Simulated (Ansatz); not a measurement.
Molecular dynamics of CH₆NPSi

The run: molecular dynamics of CH₆NPSi. Method and program: RKS PBE-d3bj/def2-SVP (Ansatz 0.2.0).

The geometry comes from this level: PBE0-D4/def2-TZVP. Figures and captions count atoms from 1; the log counts them from 0 in places.

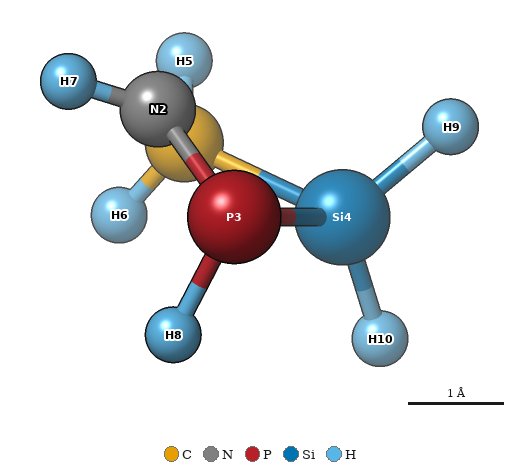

Fig. 1: The input geometry (ball-and-stick view, seen at a tilt; atoms are numbered from 1 in the order of the input).

**Input**
```yaml
crystal:
  periodic: [false, false, false]
  atoms:
    - {symbol: C, position_ang: [-0.518867, 0.753665, -0.280266]}
    - {symbol: N, position_ang: [0.388714, 0.867215, 0.865229]}
    - {symbol: P, position_ang: [0.973882, -0.715978, 1.275863]}
    - {symbol: Si, position_ang: [0.382274, -0.797308, -0.907383]}
    - {symbol: H, position_ang: [-0.525930, 1.647348, -0.910694]}
    - {symbol: H, position_ang: [-1.554234, 0.512422, 0.003585]}
    - {symbol: H, position_ang: [0.126517, 1.500544, 1.609101]}
    - {symbol: H, position_ang: [-0.253054, -1.393608, 1.631476]}
    - {symbol: H, position_ang: [1.493120, -0.499886, -1.848109]}
    - {symbol: H, position_ang: [-0.429222, -1.925515, -1.435801]}
basis:
  gaussian: {orbitals: def2-SVP}
hamiltonian: {xc: {name: PBE}, dispersion: d3bj}
md: {timestep: 0.5 fs, n_steps: 20, ensemble: nvt_langevin, temperature: 1000, initial_velocities: maxwell_boltzmann, friction: 0.01, seed: 876}
```

Run as:
```bash
ansatz run in.yaml --threads 2 --pin off --events-out ev --progress --plain --max-ram 4352MiB
```

**Log**
```
Functional definition: PBE
  name "PBE"
  cite "Perdew, Burke & Ernzerhof, Phys. Rev. Lett. 77, 3865 (1996) doi:10.1103/PhysRevLett.77.3865"
  parent pbe
  parameter kappa = 0.804
  parameter beta = 0.06672455060314922
  exchange = pbe_x(kappa = kappa, mu = beta*pi^2/3)
  correlation = pbe_c(beta = beta)
1081 factors; their error is unknown
mean field evaluation 1: about -19762.7647 eV, gradient 6.0e1 eV
mean field evaluation 2: about -19703.4232 eV, gradient 1.5e2 eV
mean field evaluation 4: about -19770.8026 eV, gradient 1.4e1 eV
mean field evaluation 8: about -19771.2439 eV, gradient 1.5e-1 eV
mean field evaluation 16: about -19771.1800 eV, gradient 8.5e-4 eV
mean field -19771.17999873 eV, -726.5774635661 hartree, gradient 3.2e-5 eV, S^2 0.000000; 0 other end points of the search recorded, 0 dependent functions left out
the calculation of the forces begins
reference -19771.18003256 eV, -726.5774648093 hartree; 24, 24 occupied and 70, 70 virtual orbitals, 1081 factors
md step     0: t =     0.00 fs  T =   900.0 K  F+E_penalty+E_count = -19771.43392524 eV  E_kin = 1.163340 eV  (28 SCF iters)
these checks for a lower state are left out or cut short: starts, cluster_reference, orbital_swaps, neighbouring_geometries, increment
1081 factors; their error is unknown
mean field -19771.15633486 eV, -726.5765939350 hartree, gradient 1.8e-5 eV, S^2 0.000000; 0 other end points of the search recorded, 0 dependent functions left out
[... from here on the field's lines of each further geometry are left out, up to the last ...]
md step     1: t =     0.50 fs  T =   876.7 K  F+E_penalty+E_count = -19771.41038714 eV  E_kin = 1.133263 eV  (30 SCF iters)
md step     2: t =     1.00 fs  T =   807.2 K  F+E_penalty+E_count = -19771.37445893 eV  E_kin = 1.043329 eV  (30 SCF iters)
md step     3: t =     1.50 fs  T =   787.3 K  F+E_penalty+E_count = -19771.32910079 eV  E_kin = 1.017638 eV  (30 SCF iters)
md step     4: t =     2.00 fs  T =   803.7 K  F+E_penalty+E_count = -19771.27169691 eV  E_kin = 1.038897 eV  (30 SCF iters)
md step     5: t =     2.50 fs  T =   701.4 K  F+E_penalty+E_count = -19771.20298654 eV  E_kin = 0.906571 eV  (30 SCF iters)
md step     6: t =     3.00 fs  T =   634.7 K  F+E_penalty+E_count = -19771.12646314 eV  E_kin = 0.820384 eV  (30 SCF iters)
md step     7: t =     3.50 fs  T =   565.1 K  F+E_penalty+E_count = -19771.04553076 eV  E_kin = 0.730415 eV  (31 SCF iters)
md step     8: t =     4.00 fs  T =   531.1 K  F+E_penalty+E_count = -19770.96574991 eV  E_kin = 0.686458 eV  (31 SCF iters)
md step     9: t =     4.50 fs  T =   468.4 K  F+E_penalty+E_count = -19770.88722066 eV  E_kin = 0.605410 eV  (31 SCF iters)
md step    10: t =     5.00 fs  T =   428.4 K  F+E_penalty+E_count = -19770.81135699 eV  E_kin = 0.553801 eV  (31 SCF iters)
md step    11: t =     5.50 fs  T =   427.8 K  F+E_penalty+E_count = -19770.73745162 eV  E_kin = 0.552944 eV  (30 SCF iters)
md step    12: t =     6.00 fs  T =   361.8 K  F+E_penalty+E_count = -19770.66430933 eV  E_kin = 0.467678 eV  (31 SCF iters)
md step    13: t =     6.50 fs  T =   311.9 K  F+E_penalty+E_count = -19770.60062403 eV  E_kin = 0.403165 eV  (31 SCF iters)
md step    14: t =     7.00 fs  T =   303.1 K  F+E_penalty+E_count = -19770.54908249 eV  E_kin = 0.391793 eV  (31 SCF iters)
md step    15: t =     7.50 fs  T =   312.2 K  F+E_penalty+E_count = -19770.50516316 eV  E_kin = 0.403599 eV  (31 SCF iters)
md step    16: t =     8.00 fs  T =   296.2 K  F+E_penalty+E_count = -19770.47145926 eV  E_kin = 0.382840 eV  (31 SCF iters)
md step    17: t =     8.50 fs  T =   288.3 K  F+E_penalty+E_count = -19770.45400161 eV  E_kin = 0.372708 eV  (31 SCF iters)
md step    18: t =     9.00 fs  T =   295.9 K  F+E_penalty+E_count = -19770.44893598 eV  E_kin = 0.382429 eV  (29 SCF iters)
md step    19: t =     9.50 fs  T =   293.9 K  F+E_penalty+E_count = -19770.45424094 eV  E_kin = 0.379846 eV  (31 SCF iters)
the calculation of the forces begins
reference -19770.21352046 eV, -726.5419461449 hartree; 24, 24 occupied and 70, 70 virtual orbitals, 1081 factors
1081 factors; their error is unknown
mean field evaluation 192: about -19770.2134 eV, gradient 2.4e-1 eV
mean field -19770.21348576 eV, -726.5419448696 hartree, gradient 2.6e-5 eV, S^2 0.000000; 1 other end points of the search recorded, 0 dependent functions left out
the calculation of the forces begins
reference -19770.21352046 eV, -726.5419461449 hartree; 24, 24 occupied and 70, 70 virtual orbitals, 1081 factors
md step    20: t =    10.00 fs  T =   335.3 K  F+E_penalty+E_count = -19770.46740199 eV  E_kin = 0.433380 eV  (29 SCF iters)
```

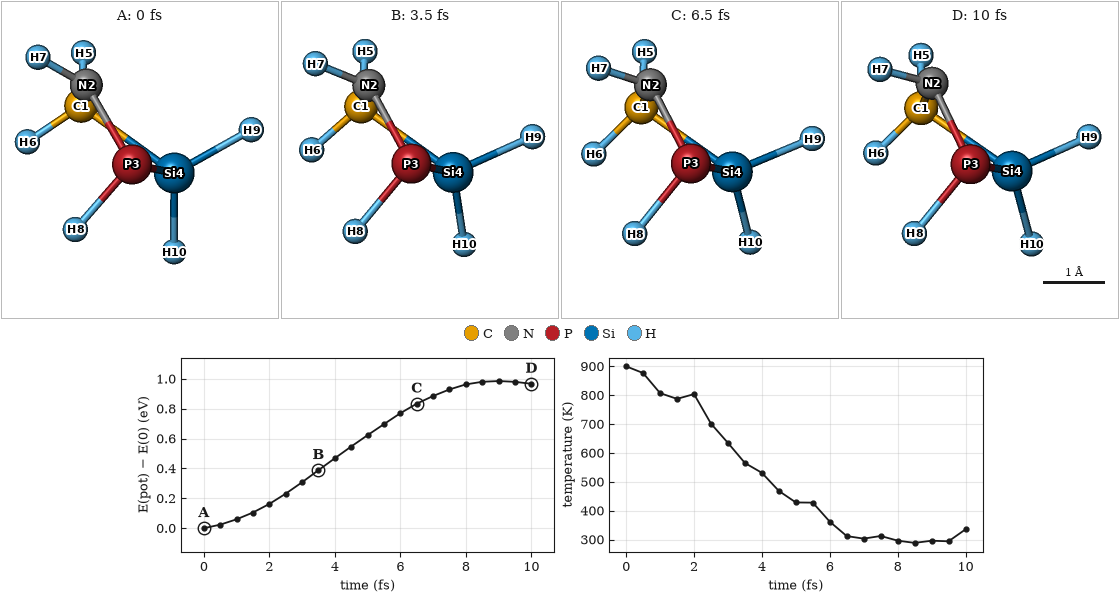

Fig. 2: Frames of the molecular dynamics (ball-and-stick, seen at a tilt) above the curves, on which the letters mark them. The trajectory kept here has 21 frames over 10 fs. The temperature starts at 900 K, ranges from 288 to 900 K and averages 332 K over the second half. The potential energy ends 0.967 eV above its first value. After an unweighted best fit of the last frame on the first, the root-mean-square displacement is 0.16 Å, and H10 has moved furthest (0.27 Å).

```
Total energy: -19770.46743669 eV, -726.5512773941 hartree
Atom 0 at    -0.539268     0.721595    -0.257206 Å, force     0.844304     0.569195     0.410785 eV/Å
Atom 1 at     0.518772     0.853522     0.816403 Å, force    -2.184786     1.433476     0.356770 eV/Å
Atom 2 at     0.975997    -0.713398     1.236487 Å, force     1.843869    -2.941670     1.509883 eV/Å
Atom 3 at     0.352125    -0.769807    -0.851012 Å, force    -0.190979    -2.382064    -3.923985 eV/Å
Atom 4 at    -0.581954     1.622316    -0.850371 Å, force    -0.308135     0.736230    -0.646485 eV/Å
Atom 5 at    -1.533038     0.315430    -0.036497 Å, force    -0.667152     0.305675     0.943824 eV/Å
Atom 6 at     0.217917     1.281965     1.706283 Å, force    -0.098017     0.854151    -0.237887 eV/Å
Atom 7 at    -0.251165    -1.448682     1.651949 Å, force    -0.026248     0.393823    -0.146805 eV/Å
Atom 8 at     1.228516    -0.583938    -2.047519 Å, force     0.936524     0.607412     0.328703 eV/Å
Atom 9 at    -0.361817    -1.865330    -1.776416 Å, force    -0.149379     0.423771     1.405198 eV/Å
Dipole moment:    -0.350047     0.194569     0.149168 e Å
```

**Trajectory as extended XYZ (Å, eV, eV/Å), 10 of the 21 frames kept, from step=0 to step=20**
```
10
Properties=species:S:1:pos:R:3:forces:R:3 step=0 time_fs=0.0 energy=-19771.43393 temperature=900.0
C    -0.5189    0.7537   -0.2803    0.2821   0.0023   0.1876
N     0.3887    0.8672    0.8652    0.0846   0.1943  -0.5033
P     0.9739   -0.7160    1.2759    0.7661  -0.4054   0.4364
Si    0.3823   -0.7973   -0.9074    0.0090  -0.1289  -0.1718
H    -0.5259    1.6473   -0.9107   -0.0503   0.4834  -0.3823
H    -1.5542    0.5124    0.0036   -0.6070  -0.1443   0.0992
H     0.1265    1.5005    1.6091   -0.1336   0.4681   0.5042
H    -0.2531   -1.3936    1.6315   -0.4175  -0.2907   0.1209
H     1.4931   -0.4999   -1.8481    0.2435   0.0661  -0.1852
H    -0.4292   -1.9255   -1.4358   -0.1770  -0.2448  -0.1057
10
Properties=species:S:1:pos:R:3:forces:R:3 step=2 time_fs=1.0 energy=-19771.37446 temperature=807.2
C    -0.5214    0.7526   -0.2776    0.6731  -0.0974   0.1827
N     0.4038    0.8589    0.8616   -0.4859   0.9896   0.0274
P     0.9738   -0.7115    1.2710    0.9456  -0.9119   0.6162
Si    0.3765   -0.7947   -0.8992    0.2862  -0.0577  -0.4485
H    -0.5131    1.6451   -0.9008   -0.1705   0.5903  -0.4617
H    -1.5440    0.4736   -0.0099   -0.8145  -0.0396   0.2538
H     0.1183    1.4713    1.6368    0.0569   0.1171  -0.0371
H    -0.2508   -1.3996    1.6409   -0.3500  -0.2189   0.0712
H     1.4496   -0.5366   -1.8926    0.3725   0.1941  -0.0963
H    -0.3946   -1.9004   -1.4769   -0.5134  -0.5656  -0.1075
10
Properties=species:S:1:pos:R:3:forces:R:3 step=4 time_fs=2.0 energy=-19771.27170 temperature=803.7
C    -0.5231    0.7506   -0.2743    0.5892  -0.0449   0.1401
N     0.4198    0.8517    0.8586   -1.0972   1.6854   0.4754
P     0.9736   -0.7079    1.2659    1.1298  -1.4318   0.8178
Si    0.3712   -0.7926   -0.8908    0.5618  -0.0649  -0.8568
H    -0.5010    1.6481   -0.8972   -0.2862   0.4453  -0.3602
H    -1.5492    0.4343   -0.0227   -0.5171   0.1866   0.2868
H     0.1138    1.4454    1.6624    0.2513  -0.1522  -0.5306
H    -0.2504   -1.4064    1.6449   -0.2817  -0.1377   0.0273
H     1.4106   -0.5691   -1.9380    0.4141   0.2986   0.0751
H    -0.3657   -1.8793   -1.5187   -0.7641  -0.7844  -0.0750
10
Properties=species:S:1:pos:R:3:forces:R:3 step=7 time_fs=3.5 energy=-19771.04553 temperature=565.1
C    -0.5234    0.7458   -0.2697    0.1233   0.2503   0.0139
N     0.4427    0.8439    0.8557   -1.8528   2.3483   0.8270
P     0.9731   -0.7034    1.2585    1.4046  -2.1891   1.1026
Si    0.3645   -0.7886   -0.8799    0.8563  -0.3020  -1.6066
H    -0.4908    1.6581   -0.8971   -0.4179   0.0092  -0.0606
H    -1.5665    0.3797   -0.0401    0.1901   0.5863   0.2883
H     0.1193    1.4063    1.6949    0.4044  -0.2640  -0.9819
H    -0.2495   -1.4208    1.6470   -0.1835   0.0051  -0.0336
H     1.3586   -0.6038   -2.0006    0.4392   0.4375   0.3727
H    -0.3282   -1.8551   -1.5868   -0.9636  -0.8815   0.0782
10
Properties=species:S:1:pos:R:3:forces:R:3 step=9 time_fs=4.5 energy=-19770.88722 temperature=468.4
C    -0.5233    0.7414   -0.2672   -0.0668   0.4843  -0.0745
N     0.4567    0.8415    0.8542   -2.1419   2.4194   0.6633
P     0.9731   -0.7010    1.2528    1.5277  -2.6477   1.2985
Si    0.3615   -0.7856   -0.8738    0.8948  -0.6278  -2.1946
H    -0.4887    1.6618   -0.8983   -0.4744  -0.2282   0.1004
H    -1.5728    0.3499   -0.0489    0.4766   0.7779   0.3263
H     0.1285    1.3780    1.7022    0.3486  -0.0594  -0.8721
H    -0.2521   -1.4329    1.6465   -0.0773   0.1298  -0.0844
H     1.3280   -0.6161   -2.0357    0.4617   0.5107   0.5501
H    -0.3118   -1.8457   -1.6342   -0.9490  -0.7589   0.2869
10
Properties=species:S:1:pos:R:3:forces:R:3 step=11 time_fs=5.5 energy=-19770.73745 temperature=427.8
C    -0.5248    0.7372   -0.2646   -0.1589   0.6498  -0.1369
N     0.4695    0.8404    0.8507   -2.1784   2.1437   0.1270
P     0.9726   -0.6998    1.2480    1.6498  -3.0151   1.4445
Si    0.3588   -0.7820   -0.8684    0.8392  -1.0140  -2.7761
H    -0.4921    1.6619   -0.8966   -0.5053  -0.3424   0.1709
H    -1.5757    0.3267   -0.0542    0.6162   0.8967   0.3887
H     0.1445    1.3434    1.6958    0.1091   0.4311  -0.3151
H    -0.2545   -1.4424    1.6488    0.0028   0.2414  -0.1298
H     1.3002   -0.6234   -2.0639    0.4962   0.5717   0.6890
H    -0.3021   -1.8410   -1.6776   -0.8707  -0.5629   0.5378
10
Properties=species:S:1:pos:R:3:forces:R:3 step=13 time_fs=6.5 energy=-19770.60062 temperature=311.9
C    -0.5265    0.7320   -0.2617   -0.2082   0.8386  -0.1679
N     0.4820    0.8412    0.8462   -2.1176   1.7491  -0.4640
P     0.9726   -0.7000    1.2439    1.7205  -3.2781   1.5709
Si    0.3565   -0.7787   -0.8626    0.7294  -1.4031  -3.3303
H    -0.5056    1.6604   -0.8901   -0.4790  -0.3795   0.1699
H    -1.5765    0.3118   -0.0608    0.6433   0.9229   0.4971
H     0.1645    1.3146    1.6879   -0.1686   0.9241   0.3215
H    -0.2576   -1.4522    1.6522    0.0893   0.3565  -0.1750
H     1.2787   -0.6217   -2.0806    0.5286   0.5984   0.7804
H    -0.3041   -1.8384   -1.7150   -0.7376  -0.3291   0.7975
10
Properties=species:S:1:pos:R:3:forces:R:3 step=16 time_fs=8.0 energy=-19770.47146 temperature=296.2
C    -0.5311    0.7254   -0.2581    0.0028   0.8132  -0.0246
N     0.4989    0.8453    0.8352   -1.9695   1.2090  -0.8942
P     0.9734   -0.7050    1.2394    1.7509  -3.3207   1.6266
Si    0.3537   -0.7745   -0.8564    0.4040  -1.9487  -3.8820
H    -0.5354    1.6465   -0.8706   -0.3999  -0.0254  -0.1194
H    -1.5656    0.3020   -0.0665    0.3184   0.7781   0.7139
H     0.1928    1.2846    1.6816   -0.4335   1.3619   0.8970
H    -0.2616   -1.4571    1.6548    0.1429   0.4493  -0.2054
H     1.2510   -0.6111   -2.0819    0.6580   0.6150   0.7201
H    -0.3202   -1.8495   -1.7583   -0.4742   0.0682   1.1679
10
Properties=species:S:1:pos:R:3:forces:R:3 step=18 time_fs=9.0 energy=-19770.44894 temperature=295.9
C    -0.5350    0.7227   -0.2568    0.3996   0.6981   0.2006
N     0.5097    0.8491    0.8263   -2.0501   1.2292  -0.4386
P     0.9744   -0.7090    1.2375    1.7741  -3.2056   1.5975
Si    0.3522   -0.7717   -0.8534    0.1291  -2.2117  -3.9867
H    -0.5566    1.6339   -0.8569   -0.3572   0.3771  -0.4115
H    -1.5495    0.3058   -0.0566   -0.1557   0.5594   0.8437
H     0.2075    1.2775    1.6912   -0.3312   1.2120   0.5170
H    -0.2598   -1.4561    1.6545    0.1099   0.4588  -0.1962
H     1.2359   -0.6002   -2.0688    0.7965   0.6197   0.5523
H    -0.3389   -1.8565   -1.7737   -0.3151   0.2630   1.3219
10
Properties=species:S:1:pos:R:3:forces:R:3 step=20 time_fs=10.0 energy=-19770.46740 temperature=335.3
C    -0.5393    0.7216   -0.2572    0.8443   0.5692   0.4108
N     0.5188    0.8535    0.8164   -2.1848   1.4335   0.3568
P     0.9760   -0.7134    1.2365    1.8439  -2.9417   1.5099
Si    0.3521   -0.7698   -0.8510   -0.1910  -2.3821  -3.9240
H    -0.5820    1.6223   -0.8504   -0.3081   0.7362  -0.6465
H    -1.5330    0.3154   -0.0365   -0.6672   0.3057   0.9438
H     0.2179    1.2820    1.7063   -0.0980   0.8542  -0.2379
H    -0.2512   -1.4487    1.6519   -0.0262   0.3938  -0.1468
H     1.2285   -0.5839   -2.0475    0.9365   0.6074   0.3287
H    -0.3618   -1.8653   -1.7764   -0.1494   0.4238   1.4052
```

**Key numbers**

| quantity | value |
| --- | --- |
| outcome | finished |
| mean temperature over the second half | 332 K |
| trajectory | 20 steps, 10 fs |
| ensemble | nvt_langevin |
| temperature in the input | 1000 K |
| time step | 0.5 fs |
| potential energy (last step) | −19770.4674 eV |
| mean-field energy (last step) | −19770.2135 eV |
| dispersion energy (last step) | −0.2539 eV |
| SCF solution under orbital rotations (last step) | stable |
| largest force (length of the vector) (last step) | 4.594 eV/Å |
| dipole moment (last step) | 2.05 D |
| hardware | 2 threads of Arm Neoverse V2, 23 GiB of memory available, shared host |
| wall time | 28 s (CPU time 54 s) |
| peak memory | 0.13 GiB |

**Remarks**

So short a trajectory is not equilibrated. The logged temperature at the start can lie below the typed one, since it is counted over all degrees of freedom. The temperature stays far from the 1000 K of the thermostat over the second half: the run isn't equilibrated.
